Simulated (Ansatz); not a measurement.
# LuTl3: a short molecular-dynamics run

Aim: set LuTl3 (a randomly packed cell, 8 atoms, not relaxed) in motion for 60 steps of 0.5 fs at constant energy, with velocities drawn for 900 K, and see how temperature, energy and positions respond.

Program: Ansatz 0.2.0. Level of theory: DFT PBE, plane waves, PAW, scalar-relativistic, no spin polarisation. These are calculated values, not measurements.

## Step 1: The structure to begin with

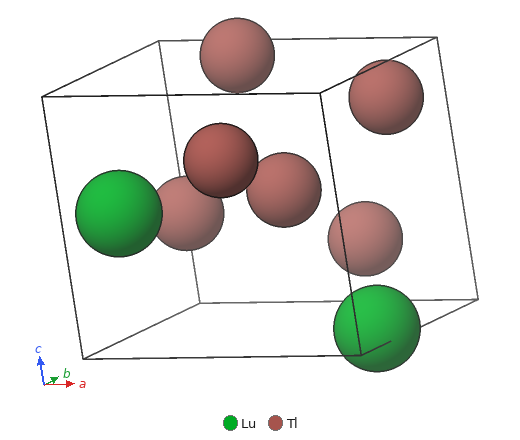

The starting structure, seen slightly off an axis (lutetium green, thallium brown). Each atom of the cell is drawn once.

Coordinates:

```
Lu Tl
1.0
     5.84241    0.79373    0.16378
     0.43374    6.10616   -0.01823
     0.01441   -2.14794    5.98483
Lu Tl
2 6
Direct
  0.05860 0.27342 0.47109
  0.87606 0.36956 0.00118
  0.09412 0.73344 0.37328
  0.85109 0.78718 0.79395
  0.51311 0.14219 0.69492
  0.27876 0.92428 0.93200
  0.64325 0.90551 0.23175
  0.54140 0.54446 0.49653
```

## Step 2: Dynamics

File input.yaml:

```yaml
crystal:
  lattice:
    - [5.842414, 0.793727, 0.163785]
    - [0.433736, 6.10616, -0.018233]
    - [0.014412, -2.147942, 5.984832]
  atoms:
    - { symbol: Lu, position: [0.058597, 0.273421, 0.471086] }
    - { symbol: Lu, position: [0.876057, 0.369557, 0.001178] }
    - { symbol: Tl, position: [0.094121, 0.733442, 0.37328] }
    - { symbol: Tl, position: [0.851094, 0.787179, 0.793948] }
    - { symbol: Tl, position: [0.513114, 0.142188, 0.694917] }
    - { symbol: Tl, position: [0.27876, 0.924279, 0.931995] }
    - { symbol: Tl, position: [0.643253, 0.905506, 0.23175] }
    - { symbol: Tl, position: [0.541396, 0.544463, 0.496527] }
kpoints:
  mp_grid: { grid: [3, 3, 3] }
magnetization:
  spin_polarized: false
scf:
  occupations: { method: fermi_dirac, width: 0.1 }
hamiltonian:
  pseudopotentials: { kind: paw }
  xc: pbe
basis:
  ecutwfc: 420
md:
  timestep: 0.5
  n_steps: 60
  ensemble: nve
  temperature: 900.0
  initial_velocities: maxwell_boltzmann
  seed: 294348
```

Command:

```sh
$ ansatz run input.yaml --threads 2 --pin off --max-ram 2560MiB --backend cpu --events-out ev --progress --plain --runs-dir out
```

**Question.** What will these runs give? Wanted: temperature, first and last step; temperature, second half; potential energy, second half; largest change of the total energy; mean square displacement, second half.

As calculated:

```
                             quantity                             value
                               length                60 steps of 0.5 fs
     temperature, first and last step                    900 and 1122 K
             temperature, second half  mean 1077 K, from 1027 to 1122 K
        potential energy, second half       -20 meV/atom from the start
   largest change of the total energy                     0.00 meV/atom
mean square displacement, second half             Tl 0.006, Lu 0.004 Å²
```

**Reading.** The temperature starts at 900 K and averages 1077 K in the second half, where it still rises, from 1027 to 1122 K; the start was no minimum (force components up to 1.6 eV/Å), and the potential energy that it sheds (20 meV/atom) turns into motion. The total energy strays from its start by at most 0.00 meV/atom, under 0.1 % of the mean kinetic energy, which is good for a step of 0.5 fs. Over the second half Tl atoms stand 0.1 Å (root mean square) from where they began, and the farthest move is 0.2 Å. A run of 30 fs with 8 atoms shows the motion but fixes no equilibrium value.
